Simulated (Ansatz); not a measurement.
## Electronic structure of C2H7ClOSi in real space

Input

```
crystal:
  periodic: [false, false, false]
  atoms:
    - {symbol: C, position_ang: [-2.240563, 1.328755, -0.886464]}
    - {symbol: C, position_ang: [0.795195, -0.512308, 1.403186]}
    - {symbol: Cl, position_ang: [1.310426, 0.918538, -1.456385]}
    - {symbol: O, position_ang: [-1.349696, 0.793907, 0.069809]}
    - {symbol: Si, position_ang: [-0.015599, -0.140538, -0.229011]}
    - {symbol: H, position_ang: [-2.742507, 0.534056, -1.469308]}
    - {symbol: H, position_ang: [-1.720688, 2.000711, -1.592174]}
    - {symbol: H, position_ang: [-3.013496, 1.908447, -0.358706]}
    - {symbol: H, position_ang: [-0.391722, -1.362075, -0.992905]}
    - {symbol: H, position_ang: [1.703867, -1.117467, 1.258234]}
    - {symbol: H, position_ang: [0.103443, -1.070524, 2.054692]}
    - {symbol: H, position_ang: [1.076542, 0.421657, 1.914052]}
basis:
  gaussian:
    orbitals: def2-SVPD
hamiltonian:
  xc: {name: PBE0}
output:
  forces: true
  orbitals: {seedname: orbitals}
```

Launched as:

```sh
ansatz run input.yaml --threads 2 --pin off --max-ram 4350MiB --events-out events.jsonl --progress --plain --runs-dir runs
```

Geometry: B3LYP/def2-SVP.

Theory: Ansatz 0.2.0, isolated molecule in a Gaussian basis; Kohn-Sham density functional theory, functional PBE0.

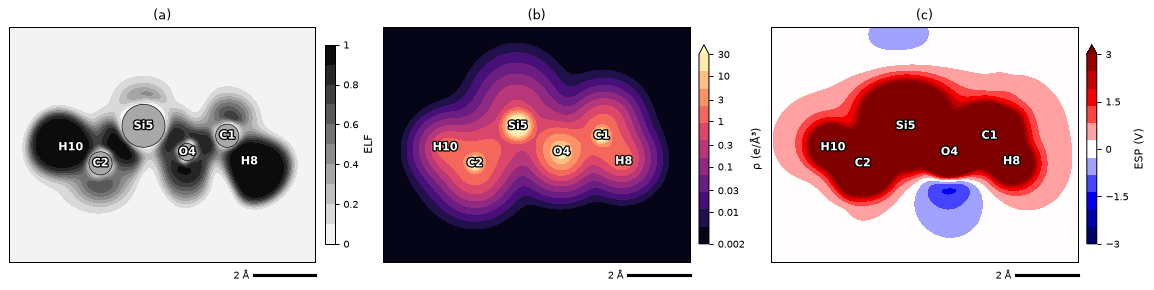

Figure 1. (a) ELF; (b) electron density; (c) molecular electrostatic potential on the plane of atoms O4, C1 and H8. Grey discs cover the atomic cores in the ELF map.

Q: Interpret the plot.

A: The section cuts through C, O, Si and H sites.
C–O (1.41 Å): the density is about 2 e/Å³ at the midpoint, with its minimum of 1.7 e/Å³ about 0.5 Å from C; the ELF peaks at about 0.90 between the atoms: a shared but strongly polarised pair.
Si–O (1.66 Å): the density is about 1.1 e/Å³ at the midpoint; the ELF peaks at about 0.85 between the atoms; a polar covalent bond.
C–Si (1.86 Å): ρ is about 1 e/Å³ halfway; the ELF peaks at about 0.95 between the atoms: localised, covalent bonding.
C–H (1.10 Å): the density is about 2 e/Å³ at the midpoint; the ELF climbs to about 1 towards the hydrogen, as it does in any bond to H: a covalent bond by its length.
The ELF also peaks beside O4, away from the bonds: lone-pair regions.
Outside the dense part of the molecule the potential is most negative (−1.4 V) near O4.

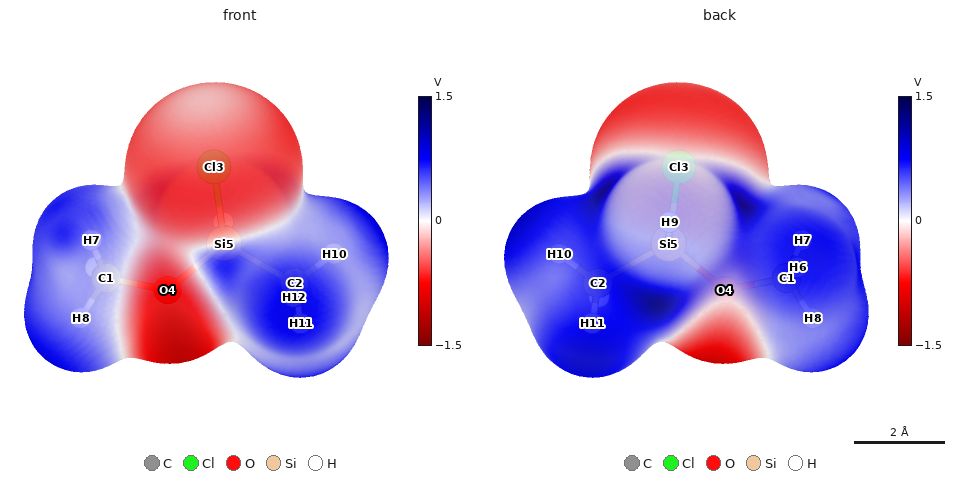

Figure 2. The electrostatic potential painted on the density surface at 0.002 e/bohr³, seen from the front and from behind; red is negative and blue positive.

Q: Where is the surface potential most negative and most positive?

A: The most negative region (about −1.1 V) lies over O4, the most positive (about +1.1 V) over Si5. O4 is the likeliest acceptor of a hydrogen bond.

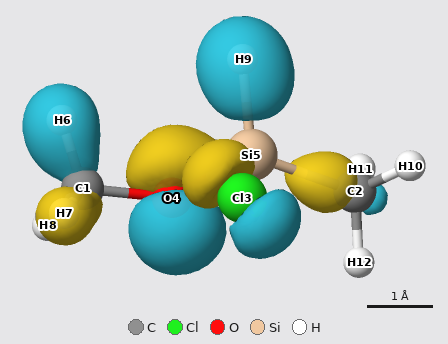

Figure 3. The HOMO at ±0.15 Å⁻³ᐟ² (yellow and cyan are the two phases), seen from one side.

Q: What is the character of this orbital?

A: By Hirshfeld shares it lies mainly on O4 (about 40 %), Cl3 (about 10 %), Si5 (about 10 %), H9 (about 10 %), C1 (about 10 %) and H6 (about 5 %). Its energy is −8.46 eV.
